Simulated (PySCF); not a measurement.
Geometry relaxation, with input and output: CH₂N₂ (part 3 of 3)

Continued. System: CH₂N₂, SMILES N=C=N. Method: BLYP/cc-pVDZ, RKS (PySCF 2.14.0). The geometry comes from this level: PBE0-D4/def2-TZVP symmetrised.

```
Step   20 : Displace = 4.056e-06/4.860e-06 (rms/max) Trust = 4.000e-06 (=) Grad = 9.442e-06/1.465e-05 (rms/max) E (change) = -148.7548809886 (+4.839e-10) Quality = -0.777
Hessian Eigenvalues: 2.00664e-03 1.09494e-02 2.79069e-02 ... 5.02806e-01 1.13026e+00 1.71914e+00
Converged! =D

converged: True
N          -1.24972162       -0.04849156        0.07218410
C          -0.01110794        0.03548362        0.02757063
N           1.21496782       -0.08786665       -0.12889710
H          -1.78379898        0.80073511       -0.16055812
H           1.81384104        0.13121070        0.67974430
converged SCF energy = -148.754880988691
E = -148.7548809887 Eh
frequencies (1/cm) [ 474.9  478.6  724.4  932.2  938.  1235.7 2144.1 3420.4 3422.1]
temperature 298.1500 [K]
pressure 101325.00 [Pa]
Rotational constants [GHz] 343.59776 10.11907 10.11496
Symmetry number 1
Zero-point energy (ZPE) 0.03137 [Eh]   82366.308 [J/mol]
                           tot       elec      trans        rot        vib
Entropy [J/mol/K]       246.366      0.000    155.373     82.645      8.348
Cv [J/mol/K]             43.703      0.000     12.472     12.472     18.759
Cp [J/mol/K]             52.017      0.000     20.786     12.472     18.759
Internal energy [J/mol]                      3718.434   3718.434  84194.491
Internal energy [Eh]   -148.71998  -148.75488
Enthalpy [J/mol]                             6197.391   3718.434  84194.491
Enthalpy [Eh]          -148.71904
Gibbs free energy [J/mol]                  -40127.083 -20922.076  81705.395
Gibbs free energy [Eh] -148.74701
```

### Trajectory as extended XYZ (Å, eV, eV/Å), 21 frames, from step=0 to step=20
```
5
Properties=species:S:1:pos:R:3:forces:R:3 step=0 energy=-4047.76169
N    -1.2130   -0.0236    0.0590   -1.6249  -0.7351   0.1995
C     0.0020    0.0339    0.0183    0.0244   0.3873   0.2092
N     1.2074   -0.0724   -0.1110    1.5557  -0.3787  -0.7993
H    -1.7578    0.7961   -0.1682   -0.3996   0.5823  -0.1656
H     1.8119    0.1336    0.6717    0.4420   0.1420   0.5572
5
Properties=species:S:1:pos:R:3:forces:R:3 step=1 energy=-4047.81958
N    -1.2346   -0.0265    0.0578   -0.1531  -0.2486   0.0233
C     0.0017    0.0383    0.0212    0.0166   0.2626   0.1422
N     1.2275   -0.0773   -0.1130    0.1267  -0.1300  -0.2258
H    -1.7933    0.8026   -0.1744    0.0680   0.0870  -0.0314
H     1.8467    0.1283    0.6793   -0.0620   0.0274   0.0926
5
Properties=species:S:1:pos:R:3:forces:R:3 step=2 energy=-4047.82533
N    -1.2369   -0.0348    0.0628   -0.0389  -0.0993   0.0020
C     0.0011    0.0427    0.0241    0.0062   0.0967   0.0525
N     1.2276   -0.0783   -0.1221    0.0261  -0.0573  -0.0837
H    -1.7823    0.8042   -0.1747    0.0330   0.0375  -0.0040
H     1.8344    0.1295    0.6819   -0.0307   0.0204   0.0345
5
Properties=species:S:1:pos:R:3:forces:R:3 step=3 energy=-4047.82652
N    -1.2393   -0.0423    0.0638    0.0041   0.0050   0.0042
C    -0.0005    0.0421    0.0246   -0.0010  -0.0115  -0.0057
N     1.2261   -0.0827   -0.1277   -0.0060   0.0045   0.0037
H    -1.7724    0.8073   -0.1697   -0.0020  -0.0004  -0.0003
H     1.8221    0.1353    0.6833    0.0003   0.0000  -0.0006
5
Properties=species:S:1:pos:R:3:forces:R:3 step=4 energy=-4047.82652
N    -1.2402   -0.0427    0.0646   -0.0006   0.0007   0.0028
C    -0.0014    0.0412    0.0247   -0.0013  -0.0039  -0.0016
N     1.2251   -0.0829   -0.1278   -0.0013   0.0004   0.0004
H    -1.7734    0.8068   -0.1690   -0.0008  -0.0001  -0.0001
H     1.8215    0.1350    0.6831   -0.0006   0.0005  -0.0002
5
Properties=species:S:1:pos:R:3:forces:R:3 step=5 energy=-4047.82652
N    -1.2433   -0.0446    0.0674   -0.0060  -0.0044  -0.0002
C    -0.0047    0.0385    0.0252   -0.0006   0.0073   0.0046
N     1.2218   -0.0842   -0.1283    0.0037  -0.0054  -0.0024
H    -1.7766    0.8049   -0.1662   -0.0001  -0.0006   0.0002
H     1.8186    0.1340    0.6822   -0.0014   0.0005  -0.0008
5
Properties=species:S:1:pos:R:3:forces:R:3 step=6 energy=-4047.82652
N    -1.2464   -0.0465    0.0699   -0.0059  -0.0051  -0.0015
C    -0.0077    0.0365    0.0259   -0.0009   0.0104   0.0064
N     1.2186   -0.0856   -0.1287    0.0038  -0.0069  -0.0025
H    -1.7797    0.8031   -0.1635   -0.0001  -0.0014   0.0004
H     1.8159    0.1330    0.6812   -0.0012   0.0003  -0.0013
5
Properties=species:S:1:pos:R:3:forces:R:3 step=7 energy=-4047.82652
N    -1.2496   -0.0487    0.0724   -0.0023  -0.0031  -0.0016
C    -0.0110    0.0347    0.0270   -0.0013   0.0081   0.0054
N     1.2152   -0.0873   -0.1291    0.0005  -0.0057  -0.0009
H    -1.7831    0.8009   -0.1606   -0.0006  -0.0020   0.0005
H     1.8132    0.1318    0.6802   -0.0006   0.0001  -0.0017
5
Properties=species:S:1:pos:R:3:forces:R:3 step=8 energy=-4047.82652
N    -1.2497   -0.0487    0.0724   -0.0009  -0.0025  -0.0010
C    -0.0111    0.0348    0.0271   -0.0010   0.0058   0.0041
N     1.2151   -0.0875   -0.1291   -0.0011  -0.0047  -0.0006
H    -1.7833    0.8008   -0.1606   -0.0009  -0.0015   0.0004
H     1.8132    0.1317    0.6801   -0.0004   0.0002  -0.0014
5
Properties=species:S:1:pos:R:3:forces:R:3 step=9 energy=-4047.82652
N    -1.2497   -0.0487    0.0724   -0.0005  -0.0024  -0.0006
C    -0.0111    0.0349    0.0272   -0.0006   0.0048   0.0036
N     1.2151   -0.0875   -0.1291   -0.0017  -0.0042  -0.0005
H    -1.7834    0.8007   -0.1606   -0.0011  -0.0012   0.0003
H     1.8133    0.1316    0.6801   -0.0004   0.0003  -0.0012
5
Properties=species:S:1:pos:R:3:forces:R:3 step=10 energy=-4047.82652
N    -1.2497   -0.0487    0.0723   -0.0004  -0.0020  -0.0001
C    -0.0111    0.0351    0.0273   -0.0007   0.0036   0.0028
N     1.2151   -0.0875   -0.1290   -0.0017  -0.0036  -0.0004
H    -1.7835    0.8007   -0.1606   -0.0011  -0.0010   0.0003
H     1.8134    0.1316    0.6801   -0.0003   0.0004  -0.0009
5
Properties=species:S:1:pos:R:3:forces:R:3 step=11 energy=-4047.82652
N    -1.2497   -0.0487    0.0723   -0.0005  -0.0016   0.0004
C    -0.0111    0.0352    0.0273   -0.0007   0.0024   0.0020
N     1.2151   -0.0876   -0.1290   -0.0017  -0.0030  -0.0002
H    -1.7836    0.8007   -0.1606   -0.0011  -0.0008   0.0002
H     1.8135    0.1315    0.6800   -0.0003   0.0004  -0.0007
5
Properties=species:S:1:pos:R:3:forces:R:3 step=12 energy=-4047.82652
N    -1.2497   -0.0486    0.0722   -0.0005  -0.0012   0.0008
C    -0.0111    0.0353    0.0274   -0.0008   0.0014   0.0014
N     1.2151   -0.0876   -0.1290   -0.0015  -0.0025  -0.0001
H    -1.7836    0.8006   -0.1606   -0.0011  -0.0007   0.0002
H     1.8136    0.1314    0.6800   -0.0004   0.0004  -0.0006
5
Properties=species:S:1:pos:R:3:forces:R:3 step=13 energy=-4047.82652
N    -1.2497   -0.0486    0.0722   -0.0006  -0.0008   0.0013
C    -0.0111    0.0354    0.0275   -0.0008   0.0004   0.0007
N     1.2150   -0.0877   -0.1289   -0.0014  -0.0019   0.0000
H    -1.7837    0.8006   -0.1606   -0.0010  -0.0006   0.0001
H     1.8137    0.1314    0.6799   -0.0005   0.0004  -0.0005
5
Properties=species:S:1:pos:R:3:forces:R:3 step=14 energy=-4047.82652
N    -1.2497   -0.0486    0.0722   -0.0007  -0.0007   0.0016
C    -0.0111    0.0354    0.0275   -0.0009  -0.0001   0.0004
N     1.2150   -0.0877   -0.1289   -0.0012  -0.0016   0.0000
H    -1.7838    0.8006   -0.1606   -0.0009  -0.0006   0.0000
H     1.8138    0.1313    0.6798   -0.0006   0.0004  -0.0003
5
Properties=species:S:1:pos:R:3:forces:R:3 step=15 energy=-4047.82652
N    -1.2497   -0.0486    0.0722   -0.0006  -0.0006   0.0017
C    -0.0111    0.0355    0.0276   -0.0011  -0.0003   0.0003
N     1.2150   -0.0878   -0.1289   -0.0012  -0.0015  -0.0001
H    -1.7838    0.8007   -0.1606   -0.0009  -0.0006   0.0000
H     1.8138    0.1313    0.6798   -0.0006   0.0003  -0.0003
5
Properties=species:S:1:pos:R:3:forces:R:3 step=16 energy=-4047.82652
N    -1.2497   -0.0485    0.0722   -0.0009  -0.0007   0.0018
C    -0.0111    0.0355    0.0276   -0.0006  -0.0003   0.0003
N     1.2150   -0.0878   -0.1289   -0.0012  -0.0014   0.0000
H    -1.7838    0.8007   -0.1606   -0.0009  -0.0005  -0.0001
H     1.8138    0.1313    0.6798   -0.0007   0.0003  -0.0003
5
Properties=species:S:1:pos:R:3:forces:R:3 step=17 energy=-4047.82652
N    -1.2497   -0.0485    0.0722   -0.0008  -0.0006   0.0018
C    -0.0111    0.0355    0.0276   -0.0009  -0.0004   0.0002
N     1.2150   -0.0878   -0.1289   -0.0011  -0.0014  -0.0001
H    -1.7838    0.8007   -0.1606   -0.0009  -0.0006  -0.0001
H     1.8138    0.1312    0.6798   -0.0007   0.0003  -0.0003
5
Properties=species:S:1:pos:R:3:forces:R:3 step=18 energy=-4047.82652
N    -1.2497   -0.0485    0.0722   -0.0008  -0.0006   0.0019
C    -0.0111    0.0355    0.0276   -0.0008  -0.0004   0.0002
N     1.2150   -0.0878   -0.1289   -0.0011  -0.0014  -0.0001
H    -1.7838    0.8007   -0.1606   -0.0009  -0.0005  -0.0001
H     1.8138    0.1312    0.6798   -0.0007   0.0003  -0.0003
5
Properties=species:S:1:pos:R:3:forces:R:3 step=19 energy=-4047.82652
N    -1.2497   -0.0485    0.0722   -0.0008  -0.0006   0.0019
C    -0.0111    0.0355    0.0276   -0.0010  -0.0004   0.0002
N     1.2150   -0.0878   -0.1289   -0.0010  -0.0014  -0.0001
H    -1.7838    0.8007   -0.1606   -0.0008  -0.0005  -0.0001
H     1.8138    0.1312    0.6798   -0.0007   0.0003  -0.0002
5
Properties=species:S:1:pos:R:3:forces:R:3 step=20 energy=-4047.82652
N    -1.2497   -0.0485    0.0722   -0.0007  -0.0005   0.0019
C    -0.0111    0.0355    0.0276   -0.0012  -0.0004   0.0002
N     1.2150   -0.0879   -0.1289   -0.0009  -0.0014  -0.0002
H    -1.7838    0.8007   -0.1606   -0.0008  -0.0006  -0.0001
H     1.8138    0.1312    0.6797   -0.0007   0.0003  -0.0002
```

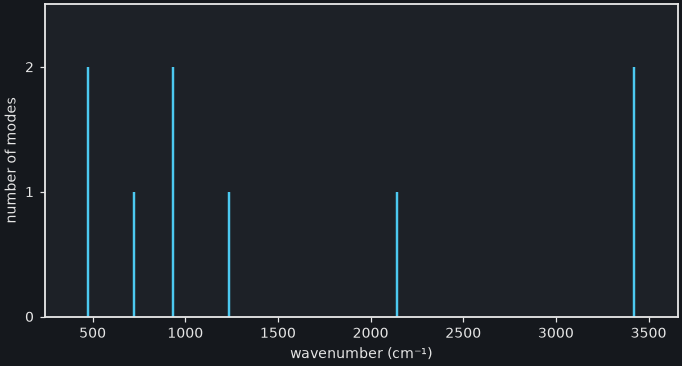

Figure 1. Harmonic vibrational wavenumbers from the force constants; neighbouring modes closer than 13 cm⁻¹ are counted in one stick. 9 modes from 475 to 3422 cm⁻¹, none imaginary.

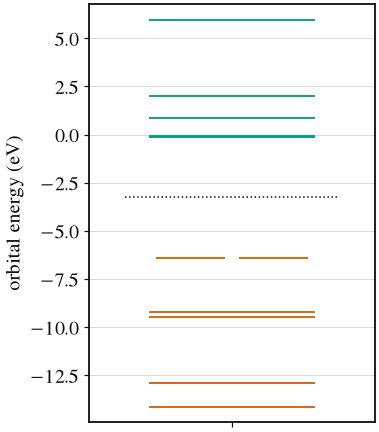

Figure 2. Orbital energies near the frontier; the dotted line parts filled from empty levels, and levels within 0.02 eV of each other stand side by side. Highest filled −6.39 eV, lowest empty −0.11 eV, 6.28 eV apart.

The run was set up as follows.

### The input (calc.py)
```python
import numpy
from pyscf import gto, dft, symm
from pyscf.hessian import thermo
from pyscf.geomopt.geometric_solver import kernel as optimise

mol = gto.M(
    atom='''
N     -2.292157    -0.044577     0.111507
C      0.003727     0.064031     0.034675
N      2.281604    -0.136758    -0.209709
H     -3.321732     1.504449    -0.317842
H      3.423961     0.252418     1.269282
''',
    spin=0,
    verbose=3,
    unit='bohr',
    basis='cc-pvdz',
    max_memory=1860,
)

mf = dft.RKS(mol)
mf.xc = 'blyp'
mf.conv_tol = 1e-10
mf.grids.level = 1
converged, mol_eq = optimise(mf, maxsteps=60, convergence_set='GAU_TIGHT')
print('converged:', converged)
print(mol_eq.tostring())

mf.reset(mol_eq)
mol = mol_eq
mf.kernel()
if not mf.converged:
    mf = mf.newton().run(mf.mo_coeff, mf.mo_occ)
e_tot = mf.e_tot
print('E = %.10f Eh' % e_tot)
hess = mf.Hessian().kernel()
modes = thermo.harmonic_analysis(mol, hess)
print('frequencies (1/cm)', numpy.round(modes['freq_wavenumber'], 1))
symm.geom.TOLERANCE = 1e-3  # for the symmetry number
th = thermo.thermo(mf, modes['freq_au'], 298.15, 101325)
thermo.dump_thermo(mol, th)
```

Run as:
```bash
OMP_NUM_THREADS=1 python calc.py
```

### Key numbers

```json
{"quantity": "outcome", "value": "converged"}
{"quantity": "total energy", "value": "−148.754881 hartree"}
{"quantity": "basis functions", "value": "52"}
{"quantity": "HOMO", "value": "−6.39 eV"}
{"quantity": "LUMO", "value": "−0.11 eV"}
{"quantity": "zero-point energy", "value": "0.031372 hartree"}
{"quantity": "dipole moment", "value": "1.94 D"}
{"quantity": "wavenumbers, lowest and highest", "value": "475 and 3422 cm⁻¹"}
{"quantity": "hardware", "value": "1 thread of Arm Neoverse V1, 24 GiB of memory available, shared host"}
{"quantity": "wall time", "value": "43 s"}
{"quantity": "peak memory", "value": "0.33 GiB"}
```
